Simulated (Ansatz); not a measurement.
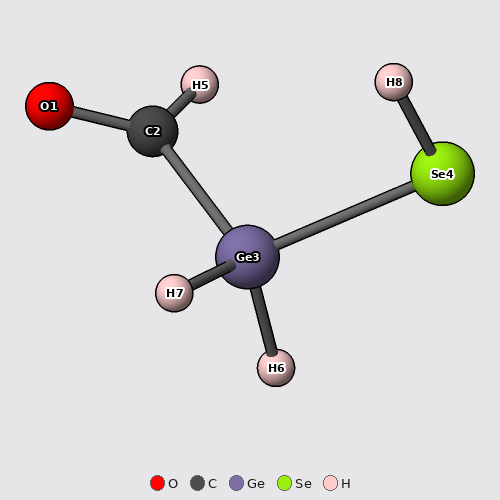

The system is CH₄GeOSe, SMILES O=[CH][GeH2][SeH]; the picture shows the reference structure. 
- The first coordinate is: dihedral O1–C2–Ge3–Se4; the second: dihedral C2–Ge3–Se4–H8.
- Nothing is relaxed (all other coordinates rigid).
- The grid has 18 × 18 points.
- All energies are given in meV relative to the lowest grid point.
- All numbers below come from RHF/def2-SVP (Ansatz 0.2.0).

Its coordinates:

```xyz
8

O     0.3241    1.1769   -2.0068
C    -0.3936    0.6774   -1.2088
Ge    0.2064    0.3307    0.6681
Se   -0.3399   -1.9021    1.2455
H    -1.4232    0.3769   -1.4895
H    -0.6013    1.1974    1.6370
H     1.7061    0.5912    0.7732
H     0.6136   -2.5056    0.3256
```

Range: dihedral O1–C2–Ge3–Se4 from −180 to 160°; dihedral C2–Ge3–Se4–H8 from −180 to 160°.

What will the energy surface look like?

The lowest grid point is at dihedral O1–C2–Ge3–Se4 = −120°, dihedral C2–Ge3–Se4–H8 = 60°. The bottom of the well lies between grid points, at about dihedral O1–C2–Ge3–Se4 = −130°, dihedral C2–Ge3–Se4–H8 = 70°, about 2.8 meV lower on the interpolated surface. There are further wells near dihedral O1–C2–Ge3–Se4 = −160°, dihedral C2–Ge3–Se4–H8 = −80° (35 meV above the lowest at that grid point); dihedral O1–C2–Ge3–Se4 = 0°, dihedral C2–Ge3–Se4–H8 = −180° (96 meV above the lowest at that grid point). The highest grid point, dihedral O1–C2–Ge3–Se4 = −40°, dihedral C2–Ge3–Se4–H8 = 140°, lies 135 meV above the lowest. On the interpolated surface the easiest way out of the lowest well to its copy in the next cell or period passes a barrier of about 82 meV, counted from the interpolated bottom of the well. Round the minimum the valley is somewhat tilted: raising dihedral O1–C2–Ge3–Se4 shifts the best value of dihedral C2–Ge3–Se4–H8 downwards (coupling k₁₂/√(k₁₁k₂₂) about 0.2).

| dihedral C2–Ge3–Se4–H8 ↓, dihedral O1–C2–Ge3–Se4 → | −160 | −120 | −80 | −40 | 0 | 40 | 80 | 120 | 160 |
| --- | --- | --- | --- | --- | --- | --- | --- | --- | --- |
| 140 | 78 | 89 | 116 | 135 | 122 | 115 | 99 | 81 | 76 |
| 100 | 28 | 33 | 66 | 99 | 106 | 98 | 72 | 47 | 35 |
| 60 | 6 | 0 | 20 | 45 | 64 | 79 | 60 | 38 | 23 |
| 20 | 67 | 63 | 71 | 59 | 52 | 96 | 102 | 88 | 80 |
| −20 | 93 | 96 | 118 | 119 | 72 | 75 | 93 | 94 | 94 |
| −60 | 49 | 58 | 90 | 115 | 97 | 76 | 57 | 46 | 47 |
| −100 | 36 | 42 | 77 | 111 | 115 | 104 | 79 | 55 | 44 |
| −140 | 54 | 54 | 81 | 104 | 108 | 117 | 104 | 86 | 70 |
| −180 | 75 | 77 | 98 | 109 | 96 | 106 | 100 | 88 | 81 |

The table holds every second grid line.

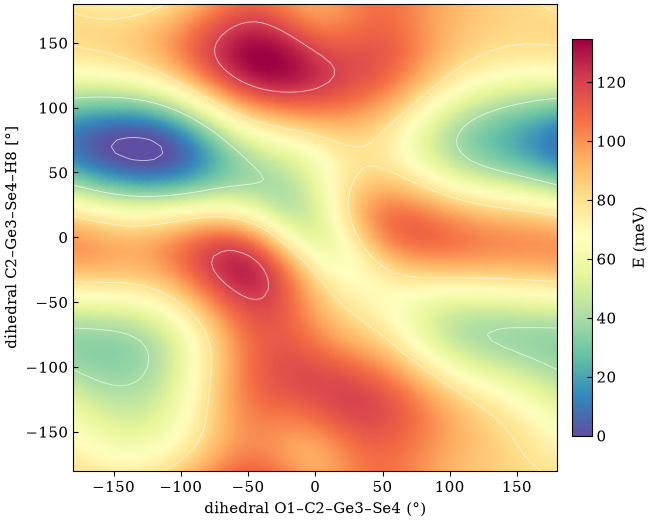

In the figure: a smooth colour map with a few white contour lines. Between grid points the surface is interpolated.

The whole map (324 points run) took 24 min on 1 thread of Arm Neoverse V2 (shared host).
